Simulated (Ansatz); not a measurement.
# Geometry relaxation, with input and output: Si₂H₄Cl₂O₂ (part 2 of 2)

Continued. System: Si₂H₄Cl₂O₂. Method: RKS LDA/def2-SVP (Ansatz 0.2.0). The run did not end well. It belongs to a series of runs on one base structure; here: start relaxed.

Geometry of the input (Å):
```
Si 0.0000  0.0000  0.0000
O  0.0000  0.0000  1.6800
Si -1.3147  -0.4067  2.6436
H  -2.2390  -1.2403  1.8804
H  -0.8506  -1.1432  3.8157
H  -1.9987  0.8095  3.0733
O  1.5842  0.0000  -0.5594
H  1.9006  -0.9521  -0.6761
Cl -1.0032  1.7381  -0.7093
Cl -1.0032  -1.7381  -0.7093
```

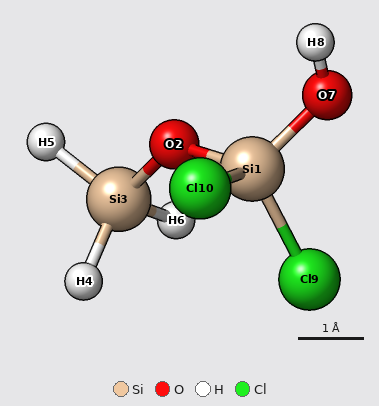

**Figure 1.** The geometry at step 21 of the log (ball-and-stick view, seen at a tilt; atoms are numbered from 1 in the order of the input).

Trajectory as extended XYZ (Å, eV, eV/Å), 21 of the 40 frames kept, from step=1 to step=40:
```
10
Properties=species:S:1:pos:R:3:forces:R:3 step=1 energy=-44775.72926
Si    0.0000    0.0000    0.0000    0.2279   0.3388  -0.0395
O     0.0000    0.0000    1.6800   -0.1662  -0.1413  -1.5522
Si   -1.3147   -0.4067    2.6436    0.3384   0.2359  -0.1248
H    -2.2390   -1.2403    1.8804   -0.5204  -0.4746  -0.4576
H    -0.8506   -1.1432    3.8157    0.3756  -0.3793   0.5951
H    -1.9987    0.8095    3.0733   -0.3494   0.7052   0.2480
O     1.5842    0.0000   -0.5594   -1.0054  -1.2987   0.2253
H     1.9006   -0.9521   -0.6761   -0.3630   1.3345   0.1144
Cl   -1.0032    1.7381   -0.7093    0.8247  -1.4003   0.5634
Cl   -1.0032   -1.7381   -0.7093    0.6378   1.0798   0.4279
10
Properties=species:S:1:pos:R:3:forces:R:3 step=3 energy=-44776.04846
Si    0.0064   -0.0292   -0.0084    0.4191   0.0450   0.2394
O    -0.0365   -0.0841    1.6314   -0.2793  -0.0518  -0.1460
Si   -1.3434   -0.3974    2.6471    0.1244   0.0251   0.0333
H    -2.3501   -1.2322    1.8976    0.0110   0.0247   0.0374
H    -0.8152   -1.1492    3.8368   -0.0173   0.0234  -0.0306
H    -1.9740    0.8947    3.0922    0.0345  -0.0197  -0.0160
O     1.5506    0.0192   -0.5579   -0.2555  -0.0523   0.0747
H     1.9017   -0.8768   -0.7185    0.1506   0.0177  -0.0457
Cl   -0.9538    1.6296   -0.6562   -0.0881   0.1328  -0.0502
Cl   -0.9104   -1.7075   -0.7253   -0.0993  -0.1447  -0.0964
10
Properties=species:S:1:pos:R:3:forces:R:3 step=5 energy=-44776.07384
Si    0.0020   -0.0892   -0.0490   -0.1409   0.0428  -0.0962
O    -0.1217   -0.1783    1.5723   -0.0654  -0.1008   0.1524
Si   -1.3686   -0.3932    2.6707   -0.0169   0.0253   0.0524
H    -2.4919   -1.1709    2.0278    0.0707   0.0504  -0.0020
H    -0.8229   -1.1546    3.8439    0.0253  -0.0225  -0.0278
H    -1.8696    0.9432    3.1492    0.0137  -0.0191  -0.0611
O     1.5480    0.0489   -0.5378    0.1742  -0.1518  -0.0605
H     2.0515   -0.7685   -0.7199   -0.1027   0.1165   0.0546
Cl   -0.9655    1.5901   -0.6697   -0.0253  -0.0339  -0.0328
Cl   -0.8860   -1.7604   -0.8487    0.0673   0.0932   0.0209
10
Properties=species:S:1:pos:R:3:forces:R:3 step=7 energy=-44776.07951
Si   -0.0076   -0.0880   -0.0550   -0.0244  -0.0014  -0.0155
O    -0.1207   -0.2103    1.5674    0.0018  -0.0248   0.0266
Si   -1.3613   -0.3936    2.6755   -0.0043  -0.0026  -0.0179
H    -2.4931   -1.1525    2.0333    0.0080   0.0022   0.0060
H    -0.8131   -1.1659    3.8406   -0.0064   0.0173  -0.0022
H    -1.8441    0.9577    3.1234    0.0128  -0.0042   0.0131
O     1.5407    0.0540   -0.5449   -0.1040   0.1803   0.0175
H     2.0488   -0.7643   -0.6622    0.1026  -0.1708  -0.0117
Cl   -0.9941    1.5820   -0.6650    0.0044  -0.0088  -0.0080
Cl   -0.8802   -1.7519   -0.8744    0.0096   0.0126  -0.0079
10
Properties=species:S:1:pos:R:3:forces:R:3 step=9 energy=-44776.08304
Si   -0.0236   -0.1086   -0.0752    0.0031  -0.0145  -0.0071
O    -0.1226   -0.2809    1.5449    0.0116  -0.0053  -0.0024
Si   -1.3538   -0.3941    2.6717   -0.0065  -0.0003   0.0001
H    -2.5193   -1.1298    2.0651   -0.0004   0.0026   0.0012
H    -0.8149   -1.1539    3.8482    0.0007  -0.0002   0.0027
H    -1.7829    0.9815    3.0997    0.0052   0.0018  -0.0012
O     1.5194    0.0675   -0.5726   -0.0038   0.0170   0.0077
H     2.0841   -0.7267   -0.5676   -0.0023   0.0006   0.0064
Cl   -1.0254    1.5671   -0.6401    0.0006  -0.0026  -0.0035
Cl   -0.8857   -1.7549   -0.9352   -0.0083   0.0009  -0.0040
10
Properties=species:S:1:pos:R:3:forces:R:3 step=11 energy=-44776.08354
Si   -0.0254   -0.1161   -0.0779   -0.0104  -0.0012  -0.0024
O    -0.1228   -0.3002    1.5413    0.0080  -0.0059  -0.0117
Si   -1.3527   -0.3941    2.6719    0.0006   0.0071  -0.0060
H    -2.5282   -1.1192    2.0717   -0.0001   0.0022   0.0035
H    -0.8181   -1.1537    3.8505   -0.0021  -0.0008   0.0010
H    -1.7643    0.9890    3.0936    0.0038  -0.0031  -0.0010
O     1.5170    0.0746   -0.5726    0.0166  -0.0409   0.0081
H     2.0905   -0.7143   -0.5532   -0.0204   0.0389   0.0031
Cl   -1.0353    1.5574   -0.6352   -0.0020   0.0071   0.0041
Cl   -0.8855   -1.7562   -0.9512    0.0062  -0.0034   0.0013
10
Properties=species:S:1:pos:R:3:forces:R:3 step=13 energy=-44776.08469
Si   -0.0384   -0.1469   -0.0887    0.0322  -0.0206   0.0162
O    -0.1186   -0.3847    1.5260   -0.0317   0.0002  -0.0080
Si   -1.3450   -0.3920    2.6672    0.0188   0.0325  -0.0310
H    -2.5570   -1.0794    2.0957    0.0017   0.0040   0.0039
H    -0.8353   -1.1437    3.8614    0.0002   0.0005   0.0004
H    -1.6921    1.0210    3.0528    0.0095  -0.0308  -0.0043
O     1.4980    0.0880   -0.5841    0.0624  -0.0874   0.0147
H     2.1239   -0.6567   -0.4933   -0.0959   0.0902  -0.0051
Cl   -1.0761    1.5282   -0.5877   -0.0074   0.0094   0.0058
Cl   -0.8840   -1.7666   -1.0105    0.0101   0.0019   0.0073
10
Properties=species:S:1:pos:R:3:forces:R:3 step=15 energy=-44776.08626
Si   -0.0424   -0.1776   -0.0909    0.0090   0.0292  -0.0100
O    -0.1325   -0.4584    1.5149   -0.0023  -0.0195  -0.0086
Si   -1.3451   -0.3816    2.6656   -0.0201  -0.0030   0.0089
H    -2.6041   -1.0013    2.1167    0.0150   0.0107   0.0066
H    -0.8658   -1.1522    3.8604   -0.0044  -0.0014   0.0005
H    -1.6035    1.0503    3.0440    0.0011  -0.0011  -0.0015
O     1.4905    0.1230   -0.5624   -0.0687   0.0416   0.0023
H     2.1204   -0.6159   -0.4981    0.0733  -0.0564  -0.0054
Cl   -1.1300    1.4822   -0.5420   -0.0059  -0.0247  -0.0056
Cl   -0.8122   -1.8014   -1.0692    0.0029   0.0245   0.0129
10
Properties=species:S:1:pos:R:3:forces:R:3 step=17 energy=-44776.08709
Si   -0.0418   -0.1956   -0.0899   -0.0094   0.0099  -0.0321
O    -0.1397   -0.5113    1.5094   -0.0317   0.0093   0.0100
Si   -1.3442   -0.3760    2.6665   -0.0207   0.0107  -0.0169
H    -2.6344   -0.9447    2.1296    0.0489   0.0245   0.0141
H    -0.8913   -1.1623    3.8622   -0.0049   0.0081  -0.0097
H    -1.5397    1.0698    3.0392    0.0085  -0.0408  -0.0105
O     1.4883    0.1477   -0.5470   -0.0915  -0.0064   0.0245
H     2.1273   -0.5863   -0.5013    0.0492  -0.0148  -0.0111
Cl   -1.1750    1.4397   -0.5241    0.0252  -0.0146   0.0176
Cl   -0.7740   -1.8139   -1.1057    0.0265   0.0142   0.0142
10
Properties=species:S:1:pos:R:3:forces:R:3 step=19 energy=-44776.08851
Si   -0.0474   -0.2256   -0.0878    0.0142   0.0170  -0.0274
O    -0.1507   -0.5763    1.5044   -0.0606   0.0081   0.0126
Si   -1.3434   -0.3667    2.6657    0.0010   0.0233  -0.0372
H    -2.6667   -0.8624    2.1361    0.0586   0.0227   0.0210
H    -0.9278   -1.1728    3.8616   -0.0093   0.0056  -0.0091
H    -1.4544    1.0900    3.0343    0.0065  -0.0573  -0.0147
O     1.4739    0.1773   -0.5280   -0.0861  -0.0310   0.0337
H     2.1318   -0.5417   -0.5112    0.0364   0.0016  -0.0149
Cl   -1.2260    1.3879   -0.4860    0.0168  -0.0208   0.0070
Cl   -0.7139   -1.8425   -1.1502    0.0225   0.0307   0.0289
10
Properties=species:S:1:pos:R:3:forces:R:3 step=21 energy=-44776.09110
Si   -0.0529   -0.2672   -0.0849   -0.0151  -0.0398  -0.0297
O    -0.2022   -0.6631    1.4913   -0.0148  -0.0002   0.0269
Si   -1.3494   -0.3519    2.6734    0.0087   0.0058  -0.0135
H    -2.7187   -0.7264    2.1713    0.0142   0.0113   0.0026
H    -0.9886   -1.1977    3.8593    0.0025   0.0039  -0.0052
H    -1.3236    1.1048    3.0510    0.0016  -0.0263  -0.0110
O     1.4567    0.2172   -0.4684    0.2056  -0.1591  -0.0197
H     2.1482   -0.4693   -0.5721   -0.2158   0.1717   0.0308
Cl   -1.2925    1.3037   -0.4693   -0.0046   0.0089  -0.0037
Cl   -0.6015   -1.8829   -1.2127    0.0177   0.0238   0.0225
10
Properties=species:S:1:pos:R:3:forces:R:3 step=22 energy=-44776.09084 accepted=F
Si   -0.0522   -0.2557   -0.0857    0.0172   0.0062  -0.0278
O    -0.1799   -0.6400    1.4967   -0.0516   0.0125   0.0043
Si   -1.3455   -0.3567    2.6695    0.0056   0.0251  -0.0233
H    -2.7042   -0.7627    2.1564    0.0500   0.0138   0.0124
H    -0.9705   -1.1924    3.8585   -0.0068   0.0064  -0.0085
H    -1.3578    1.1024    3.0443    0.0027  -0.0521  -0.0137
O     1.4605    0.2084   -0.4917   -0.0094  -0.0618   0.0245
H     2.1398   -0.4905   -0.5426   -0.0399   0.0449  -0.0036
Cl   -1.2783    1.3263   -0.4718    0.0147  -0.0160   0.0098
Cl   -0.6364   -1.8719   -1.1947    0.0175   0.0209   0.0259
10
Properties=species:S:1:pos:R:3:forces:R:3 step=24 energy=-44776.09258
Si   -0.0561   -0.2734   -0.0835    0.0172  -0.0048  -0.0020
O    -0.2042   -0.6774    1.4912   -0.0072   0.0065  -0.0103
Si   -1.3464   -0.3488    2.6721   -0.0011  -0.0069   0.0096
H    -2.7220   -0.6888    2.1654    0.0009   0.0047   0.0004
H    -1.0052   -1.2099    3.8525   -0.0003   0.0040   0.0003
H    -1.2889    1.1034    3.0568   -0.0001   0.0001   0.0014
O     1.4505    0.2296   -0.4589    0.0180  -0.0213   0.0051
H     2.1335   -0.4569   -0.5745   -0.0251   0.0228  -0.0007
Cl   -1.3129    1.2843   -0.4679   -0.0017  -0.0041   0.0011
Cl   -0.5730   -1.8948   -1.2143   -0.0007  -0.0010  -0.0049
10
Properties=species:S:1:pos:R:3:forces:R:3 step=26 energy=-44776.09338
Si   -0.0604   -0.2961   -0.0809    0.0250  -0.0018  -0.0087
O    -0.2300   -0.7250    1.4852   -0.0225   0.0215  -0.0139
Si   -1.3457   -0.3394    2.6758   -0.0117  -0.0140  -0.0002
H    -2.7427   -0.6008    2.1770    0.0272   0.0173   0.0091
H    -1.0460   -1.2281    3.8474    0.0031   0.0104  -0.0015
H    -1.2021    1.1055    3.0712   -0.0072  -0.0226  -0.0076
O     1.4390    0.2558   -0.4208    0.0017  -0.0520   0.0049
H     2.1225   -0.4168   -0.6007   -0.0245   0.0382   0.0025
Cl   -1.3588    1.2278   -0.4686    0.0036  -0.0021   0.0080
Cl   -0.5005   -1.9158   -1.2466    0.0054   0.0051   0.0074
10
Properties=species:S:1:pos:R:3:forces:R:3 step=28 energy=-44776.09403
Si   -0.0582   -0.2971   -0.0804    0.0160  -0.0150  -0.0181
O    -0.2540   -0.7334    1.4792    0.0146   0.0068  -0.0069
Si   -1.3517   -0.3410    2.6814   -0.0183   0.0072   0.0105
H    -2.7546   -0.5945    2.2004    0.0002  -0.0008   0.0022
H    -1.0406   -1.2233    3.8543    0.0014   0.0004  -0.0022
H    -1.2016    1.1043    3.0686    0.0026  -0.0002   0.0002
O     1.4474    0.2517   -0.3945   -0.0227  -0.0021   0.0138
H     2.1184   -0.4134   -0.6335    0.0001  -0.0006  -0.0037
Cl   -1.3532    1.2274   -0.4778    0.0037  -0.0011   0.0062
Cl   -0.4765   -1.9135   -1.2588    0.0024   0.0054  -0.0019
10
Properties=species:S:1:pos:R:3:forces:R:3 step=30 energy=-44776.09427
Si   -0.0565   -0.3016   -0.0789   -0.0076   0.0067   0.0135
O    -0.2618   -0.7408    1.4786   -0.0008   0.0012  -0.0005
Si   -1.3549   -0.3396    2.6831    0.0035   0.0022  -0.0053
H    -2.7605   -0.5883    2.2081   -0.0010   0.0002  -0.0001
H    -1.0433   -1.2206    3.8568    0.0000   0.0002  -0.0001
H    -1.1955    1.1058    3.0660   -0.0001  -0.0005  -0.0001
O     1.4500    0.2509   -0.3783    0.0042  -0.0097  -0.0001
H     2.1131   -0.4081   -0.6536    0.0000   0.0058  -0.0028
Cl   -1.3532    1.2225   -0.4757    0.0005  -0.0044   0.0010
Cl   -0.4620   -1.9131   -1.2674    0.0015  -0.0018  -0.0055
10
Properties=species:S:1:pos:R:3:forces:R:3 step=32 energy=-44776.09443
Si   -0.0547   -0.3057   -0.0758   -0.0049   0.0108   0.0114
O    -0.2724   -0.7498    1.4781   -0.0020  -0.0039  -0.0021
Si   -1.3583   -0.3379    2.6857    0.0025   0.0021  -0.0072
H    -2.7679   -0.5798    2.2177    0.0061   0.0026   0.0010
H    -1.0467   -1.2179    3.8602   -0.0015   0.0011   0.0001
H    -1.1877    1.1077    3.0640   -0.0021  -0.0056  -0.0025
O     1.4545    0.2493   -0.3586    0.0347  -0.0500  -0.0168
H     2.1058   -0.4028   -0.6788   -0.0329   0.0437   0.0138
Cl   -1.3550    1.2155   -0.4749   -0.0006  -0.0027  -0.0012
Cl   -0.4421   -1.9114   -1.2788    0.0007   0.0018   0.0035
10
Properties=species:S:1:pos:R:3:forces:R:3 step=34 energy=-44776.09462
Si   -0.0508   -0.3088   -0.0696    0.0047   0.0019   0.0074
O    -0.2786   -0.7573    1.4812    0.0101  -0.0008  -0.0045
Si   -1.3623   -0.3370    2.6875   -0.0005   0.0006   0.0018
H    -2.7726   -0.5736    2.2202    0.0004   0.0031  -0.0009
H    -1.0555   -1.2151    3.8644   -0.0001  -0.0012   0.0005
H    -1.1844    1.1083    3.0626   -0.0026   0.0001  -0.0025
O     1.4611    0.2453   -0.3408    0.0632  -0.0843  -0.0337
H     2.0970   -0.3937   -0.7164   -0.0653   0.0747   0.0368
Cl   -1.3525    1.2111   -0.4700   -0.0087   0.0017  -0.0040
Cl   -0.4262   -1.9118   -1.2803   -0.0013   0.0043  -0.0008
10
Properties=species:S:1:pos:R:3:forces:R:3 step=36 energy=-44776.09497
Si   -0.0437   -0.3123   -0.0591   -0.0052  -0.0003   0.0042
O    -0.2775   -0.7624    1.4899    0.0107   0.0052  -0.0009
Si   -1.3666   -0.3362    2.6895   -0.0012   0.0032  -0.0012
H    -2.7748   -0.5679    2.2146   -0.0038  -0.0036  -0.0008
H    -1.0683   -1.2129    3.8697   -0.0008   0.0006  -0.0002
H    -1.1879    1.1099    3.0604    0.0023   0.0023   0.0031
O     1.4720    0.2354   -0.3204    0.1023  -0.1094  -0.0623
H     2.0835   -0.3817   -0.7688   -0.0972   0.1062   0.0681
Cl   -1.3490    1.2065   -0.4593   -0.0016  -0.0064  -0.0035
Cl   -0.4123   -1.9112   -1.2776   -0.0053   0.0021  -0.0065
10
Properties=species:S:1:pos:R:3:forces:R:3 step=38 energy=-44776.09761
Si   -0.0238   -0.3269   -0.0355    0.0076   0.0025  -0.0122
O    -0.2791   -0.7705    1.5106    0.0259   0.0152  -0.0200
Si   -1.3790   -0.3329    2.6965   -0.0059  -0.0006   0.0066
H    -2.7834   -0.5682    2.2116    0.0006   0.0008  -0.0025
H    -1.0923   -1.2015    3.8855    0.0002   0.0007   0.0000
H    -1.2007    1.1155    3.0585    0.0004  -0.0003  -0.0011
O     1.5094    0.1888   -0.2605    0.0614  -0.1107  -0.0665
H     2.0470   -0.3259   -0.8941   -0.0873   0.0914   0.0913
Cl   -1.3251    1.1935   -0.4538   -0.0081   0.0146   0.0052
Cl   -0.3976   -1.9048   -1.2799    0.0052  -0.0136  -0.0008
10
Properties=species:S:1:pos:R:3:forces:R:3 step=40 energy=-44776.09858
Si   -0.0217   -0.3282   -0.0340   -0.0023   0.0026   0.0140
O    -0.2792   -0.7690    1.5118    0.0108   0.0100  -0.0044
Si   -1.3802   -0.3326    2.6971   -0.0002   0.0012   0.0001
H    -2.7839   -0.5681    2.2103   -0.0007   0.0000  -0.0003
H    -1.0935   -1.2010    3.8862   -0.0018   0.0006  -0.0001
H    -1.2024    1.1160    3.0586   -0.0012  -0.0001   0.0008
O     1.5166    0.1776   -0.2468    0.0037  -0.0624  -0.0283
H     2.0332   -0.3154   -0.9111   -0.0112   0.0472   0.0238
Cl   -1.3207    1.1949   -0.4546    0.0012  -0.0002  -0.0021
Cl   -0.3929   -1.9071   -1.2786    0.0016   0.0010  -0.0035
```

What the run reported:

```json
{"quantity": "outcome", "value": "not converged"}
{"quantity": "wall time", "value": "72 s (CPU time 2.3 min)"}
{"quantity": "peak memory", "value": "0.17 GiB"}
```

Diagnosis:

The run did not converge: “geometry relaxation did not converge after 40 steps: max|allowed force component| = 6.24e-2 eV/Å (threshold 2.0e-2). Raise `relax.max_steps` over both its present limit and 40, loosen `relax.f_tol`, or start from a geometry closer to equilibrium …” Its last values are not results.
